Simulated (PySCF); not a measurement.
# C2H7AlF2O: NMR shifts, electronic excitations and K edges in gas and solvents, part 1 of 2

Aim: compute the NMR shifts, electronic excitations and K edges of C2H7AlF2O (`FC[O+]([AlH3-])CF`), and see what a dielectric continuum does where one was used.

The runs use PySCF 2.14.0, with density-fitted response routines of our own; the level of theory stands in each step. All values are computed, except where a source is named. Atoms count from 0, in the outputs and in this text.

### Step 1. The starting structure

13 atoms, charge 0, multiplicity 1; geometry from: GFN2-xTB.

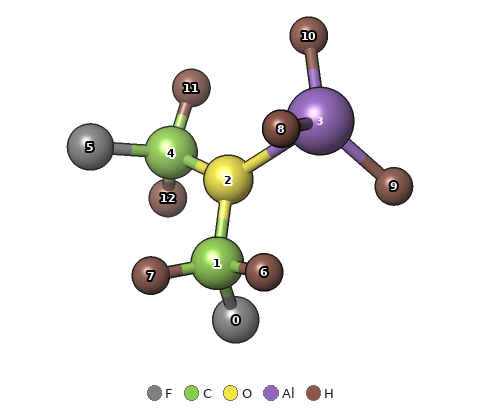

As it starts; fluorine grey, carbon green, oxygen yellow, aluminium purple, hydrogen brown, atoms numbered.

### Step 2. Optimising the geometry at PBE0-D3(BJ)/def2-SVP

The job: settings as JSON, then the geometry in Å.

```
{"job": {"xc": "PBE0", "basis": "def2-SVP", "d3": "d3bj", "grid": 1, "kind": "geom"}, "charge": 0, "multiplicity": 1}
F     -1.509026    -1.253367    -1.053498
C     -1.067363    -0.779907     0.138826
O     -0.016189     0.099630    -0.075792
Al     1.628137    -0.551188     0.653278
C     -0.332670     1.284930    -0.725585
F     -1.131336     2.039388     0.074795
H     -0.663123    -1.617796     0.718916
H     -1.917297    -0.298571     0.639373
H      1.132244    -0.657513     2.148443
H      1.686674    -1.893609    -0.162208
H      2.457044     0.695791     0.169277
H      0.608122     1.823240    -0.881427
H     -0.879604     1.109457    -1.662126
```

What it wrote:

```text
step   0  E = -596.90340243  max force = 0.025009
step   1  E = -596.91038167  max force = 0.006196
step   2  E = -596.91068898  max force = 0.003464
step   3  E = -596.91079502  max force = 0.001356
step   4  E = -596.91083471  max force = 0.000814
step   5  E = -596.91085619  max force = 0.000501
step   6  E = -596.91086954  max force = 0.000659
step   7  E = -596.91087718  max force = 0.000694
step   8  E = -596.91088280  max force = 0.000536
step   9  E = -596.91088685  max force = 0.000669
step  10  E = -596.91089022  max force = 0.000685
step  11  E = -596.91089675  max force = 0.001119
step  12  E = -596.91090921  max force = 0.001050
step  13  E = -596.91092011  max force = 0.000621
step  14  E = -596.91092573  max force = 0.000469
step  15  E = -596.91092778  max force = 0.000441
optimisation converged
```

It took 75 s on 1 thread, shared host.

The steps of the relaxation:

```
step  energy from step 0 (eV)  largest force component (eV/Å)
   0                   0.0000                          1.2860
   1                  -0.1899                          0.3186
   2                  -0.1983                          0.1781
   3                  -0.2012                          0.0697
   4                  -0.2022                          0.0419
   5                  -0.2028                          0.0258
   6                  -0.2032                          0.0339
   7                  -0.2034                          0.0357
   8                  -0.2036                          0.0276
   9                  -0.2037                          0.0344
  10                  -0.2038                          0.0352
  11                  -0.2039                          0.0575
  12                  -0.2043                          0.0540
  13                  -0.2046                          0.0319
  14                  -0.2047                          0.0241
  15                  -0.2048                          0.0227
```

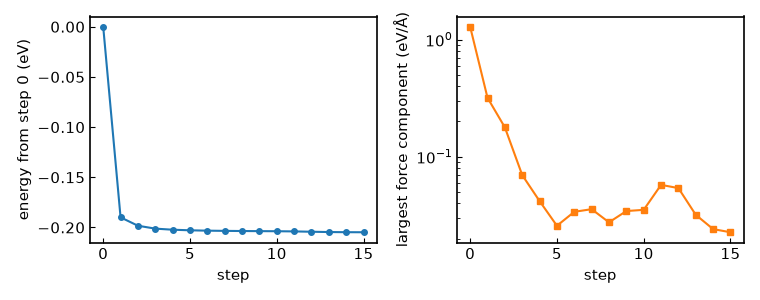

Energy and largest force along the relaxation.

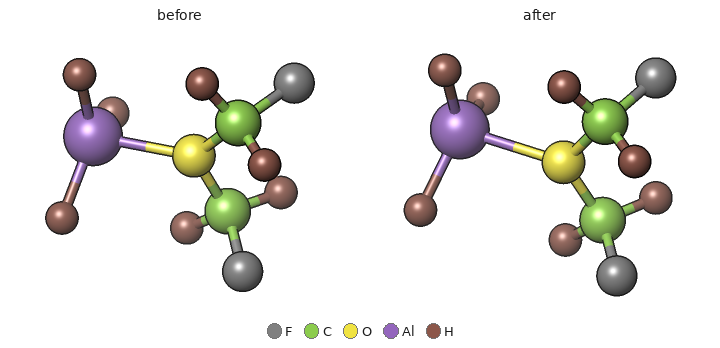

The geometry before (left) and after (right).

Distances of close pairs at the start and the end, largest changes first:

```
   bond  before (Å)  after (Å)  change (Å)
 O2–Al3       1.913      2.056      +0.144
 Al3–H9       1.572      1.600      +0.028
Al3–H10       1.574      1.601      +0.027
  C1–O2       1.387      1.410      +0.022
 Al3–H8       1.579      1.600      +0.022
  O2–C4       1.388      1.409      +0.021
  C4–F5       1.359      1.348      -0.011
  F0–C1       1.357      1.346      -0.011
```

The final coordinates are the input of the step that follows.

```
                         at the end point                value
  point group (found at 0.08 Å tolerance)                   C1
rotational constants (GHz, main isotopes)  2.873, 2.117, 1.371
                        dipole moment (D)                 3.46
```

### Step 3. Shielding tensors: PBE0/pcSseg-1 in benzene

The job: settings as JSON, then the geometry in Å.

```
{"job": {"kind": "nmr", "xc": "PBE0", "basis": "pcSseg-1", "solvent": "benzene", "pop": true}, "charge": 0, "multiplicity": 1}
F     -1.582531    -1.201287    -1.278656
C     -1.198129    -0.824650    -0.044645
O     -0.068085     0.011828    -0.145841
Al     1.677693    -0.511619     0.806519
C     -0.299117     1.284655    -0.705459
F     -0.995312     2.039322     0.167842
H     -0.881064    -1.698107     0.542074
H     -2.016530    -0.272091     0.442012
H      1.173605    -0.465374     2.324789
H      1.843028    -1.961019     0.150042
H      2.530418     0.718002     0.237742
H      0.694081     1.717465    -0.883625
H     -0.883138     1.163601    -1.630283
```

With the program's defaults for keys left out, this is: GIAO PBE0/pcSseg-1 NMR shielding, non-relativistic, IEF-PCM benzene.

What it wrote:

```text
coarse grid: 11400 points
cycle   1  E = -597.0707893060  dE =  5.178e-01  |g| = 7.272e-01  |ddm| = 2.909e+00
cycle   2  E = -597.0144615311  dE =  5.633e-02  |g| = 9.718e-01  |ddm| = 7.990e-01
cycle   3  E = -597.1591343791  dE = -1.447e-01  |g| = 5.027e-02  |ddm| = 4.559e-01
cycle   4  E = -597.1594762324  dE = -3.419e-04  |g| = 1.902e-02  |ddm| = 3.844e-02
cycle   5  E = -597.1595283101  dE = -5.208e-05  |g| = 7.132e-03  |ddm| = 1.377e-02
cycle   6  E = -597.1595357714  dE = -7.461e-06  |g| = 2.287e-03  |ddm| = 4.506e-03
final grid: 106328 points
cycle   7  E = -597.2179543239  dE = -3.084e-05  |g| = 9.274e-03  |ddm| = 1.670e-02
cycle   8  E = -597.2179454386  dE =  8.885e-06  |g| = 1.207e-02  |ddm| = 9.968e-03
cycle   9  E = -597.2179700845  dE = -2.465e-05  |g| = 9.777e-04  |ddm| = 5.515e-03
cycle  10  E = -597.2179702712  dE = -1.867e-07  |g| = 2.186e-04  |ddm| = 7.910e-04
cycle  11  E = -597.2179702773  dE = -6.105e-09  |g| = 1.190e-04  |ddm| = 1.586e-04
cycle  12  E = -597.2179702793  dE = -1.990e-09  |g| = 1.531e-05  |ddm| = 6.007e-05
cycle  13  E = -597.2179702793  dE = -4.161e-11  |g| = 2.101e-06  |ddm| = 1.394e-05
converged SCF energy = -597.2179702793

GIAO shielding tensors (ppm)
atom      isotropic    diamagn.    paramagn.     s11        s22        s33       span
  0 F      365.691     471.463    -105.772    257.715    367.898    471.460    213.746
  1 C       85.173     241.212    -156.040     62.091     79.703    113.724     51.633
  2 O      218.225     402.306    -184.081    173.308    212.710    268.658     95.349
  3 Al     396.600     794.460    -397.860    369.292    392.858    427.650     58.358
  4 C       83.708     240.729    -157.021     60.640     79.863    110.621     49.981
  5 F      364.989     472.249    -107.260    255.279    366.062    473.625    218.346
  6 H       25.519      28.439      -2.919     20.956     26.592     29.010      8.053
  7 H       25.533      28.182      -2.649     21.482     26.291     28.826      7.344
  8 H       27.029      29.722      -2.692     23.989     26.175     30.924      6.935
  9 H       26.979      29.780      -2.801     23.761     26.394     30.784      7.023
 10 H       27.118      29.981      -2.863     23.995     26.753     30.606      6.611
 11 H       25.315      28.539      -3.225     21.195     25.820     28.929      7.734
 12 H       25.492      27.889      -2.397     21.215     26.322     28.941      7.726
```

It took 13 s on 1 thread, shared host.

The references, computed at this level on geometries of the same kind, shield at (ppm): ¹H TMS 31.25, ¹³C TMS 184.9, ¹⁹F CFCl3 178.7, ¹⁷O H2O 338.8, ²⁷Al AlH4- 483.4. Their shielding less the atom's gives the shift. The references are single molecules in the same continuum, so shifts against H2O, NH3, PH3, H3PO4 or CFCl3 are not on the usual liquid scales and can be off by tens of ppm. Shifts against hydride references such as AlH4− lie on their own scale. Atoms listed in one row are averaged.

```
           atoms                               environment  σ (ppm)  δ (ppm)
          C1, C4                 sp3 CH2 bonded to F and O     84.4    100.4
H6, H7, H11, H12  hydrogen on an sp3 CH2 bonded to F and O    25.46     5.79
     H8, H9, H10      hydrogen on an aluminium bonded to O    27.04     4.21
          F0, F5                 fluorine on an sp3 carbon    365.3   -186.6
              O2            donor oxygen of a Lewis adduct    218.2    120.6
             Al3                aluminium bonded to O, 3 H    396.6     86.8
```

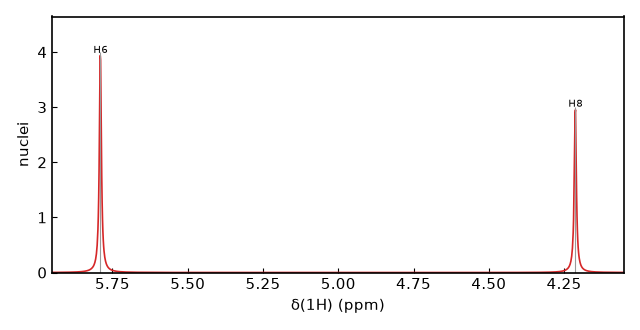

¹H lines at the computed shifts, without couplings. Lines are broadened to a width of 0.01 ppm (Lorentzian).

The run also stored atomic charges by several schemes (e):

```
 atoms  Mulliken    IAO  Hirshfeld  ESP fit
F0, F5     -0.31  -0.30      -0.09    -0.20
C1, C4      0.39   0.22       0.12     0.17
    O2     -0.64  -0.32      -0.06    -0.26
   Al3      0.76   0.49       0.33     0.77
```

Hirshfeld charges:

F0 -0.09; C1 0.12; O2 -0.06; Al3 0.33; C4 0.12; F5 -0.10; H6 0.07; H7 0.07; H8 -0.20; H9 -0.20; H10 -0.19; H11 0.07; H12 0.06

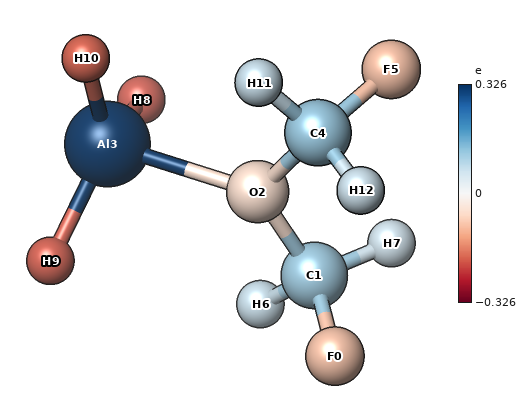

Hirshfeld charges, as colours on the atoms.

Mayer bond orders: F0–C1 0.95, C1–O2 0.85, O2–Al3 0.23, O2–C4 0.86, C4–F5 0.94.

### Step 4. Ultraviolet spectrum: B3LYP/def2-SVPD

Same as in step 3 but for these lines:

```diff
@@ -1,2 +1,2 @@
-{"job": {"kind": "nmr", "xc": "PBE0", "basis": "pcSseg-1", "solvent": "benzene", "pop": true}, "charge": 0, "multiplicity": 1}
+{"job": {"kind": "uv", "xc": "B3LYP", "basis": "def2-SVPD", "dynamic": true, "nstates": 6, "ntriplets": 0}, "charge": 0, "multiplicity": 1}
 F     -1.582531    -1.201287    -1.278656
```

Level: TDDFT B3LYP/def2-SVPD, vertical, gas phase, core orbitals frozen in the response.

What it wrote:

```text
coarse grid: 11400 points
cycle   1  E = -597.2562148883  dE =  4.780e-01  |g| = 7.306e-01  |ddm| = 4.347e+00
cycle   2  E = -597.1666244351  dE =  8.959e-02  |g| = 1.058e+00  |ddm| = 1.454e+00
cycle   3  E = -597.3513548634  dE = -1.847e-01  |g| = 6.775e-02  |ddm| = 8.471e-01
cycle   4  E = -597.3521379494  dE = -7.831e-04  |g| = 2.432e-02  |ddm| = 9.351e-02
cycle   5  E = -597.3522406317  dE = -1.027e-04  |g| = 7.842e-03  |ddm| = 2.728e-02
cycle   6  E = -597.3522495949  dE = -8.963e-06  |g| = 3.502e-03  |ddm| = 8.246e-03
cycle   7  E = -597.3522520314  dE = -2.437e-06  |g| = 1.748e-04  |ddm| = 3.165e-03
final grid: 106328 points
cycle   8  E = -597.4421585764  dE = -3.785e-05  |g| = 5.398e-03  |ddm| = 9.048e-02
cycle   9  E = -597.4421536646  dE =  4.912e-06  |g| = 7.715e-03  |ddm| = 1.171e-02
cycle  10  E = -597.4421638285  dE = -1.016e-05  |g| = 4.456e-04  |ddm| = 6.020e-03
cycle  11  E = -597.4421638666  dE = -3.806e-08  |g| = 1.579e-04  |ddm| = 6.830e-04
cycle  12  E = -597.4421638718  dE = -5.251e-09  |g| = 4.289e-05  |ddm| = 1.986e-04
cycle  13  E = -597.4421638720  dE = -2.181e-10  |g| = 2.374e-05  |ddm| = 4.422e-05
converged SCF energy = -597.4421638720

Static polarisability (au): isotropic 65.354, principal 61.547 67.174 67.340

Singlet excitations
state   eV       nm        f      main configurations
  1   6.2511    198.3   0.00275   H->L 0.87, H->L+1 0.12
  2   6.4936    190.9   0.01379   H-1->L 0.88, H-1->L+1 0.11
  3   6.8320    181.5   0.02104   H->L+1 0.87, H->L 0.12
  4   7.0359    176.2   0.02871   H-1->L+1 0.87, H-1->L 0.10
  5   7.2842    170.2   0.06120   H->L+2 0.89
  6   7.4132    167.2   0.02379   H-1->L+2 0.60, H->L+3 0.20
```

Run time: 23 s. Hardware: 1 thread, shared host.

The orbitals next to the gap, with their largest atomic shares:

```
orbital      eV                        atoms
 HOMO−3  -10.68    F0 26 %, O2 24 %, C1 18 %
 HOMO−2  -10.08  Al3 31 %, O2 16 %, H10 14 %
 HOMO−1   -7.74  Al3 36 %, H10 35 %, H9 15 %
   HOMO   -7.53   Al3 37 %, H8 32 %, H9 24 %
   LUMO   -0.27   Al3 30 %, C1 12 %, C4 11 %
 LUMO+1    0.06     Al3 34 %, O2 8 %, C4 8 %
 LUMO+2    0.55   Al3 42 %, H10 7 %, H11 6 %
```

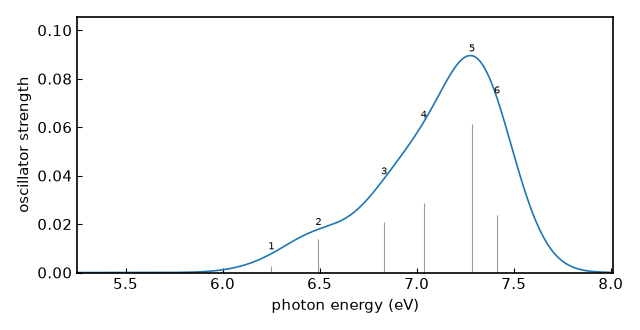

Absorption spectrum from the 6 singlet states computed; above the last one it falls off for lack of states. Lines are broadened to a width of 0.40 eV (Gaussian).

Further results of this job:

```
           property  computed
  dipole moment (D)      3.21
polarisability (Å³)      9.68
 HOMO–LUMO gap (eV)      7.26
      −ε(HOMO) (eV)      7.53
C6 with itself (au)      1684
```

(Continued in part 2 of 2.)
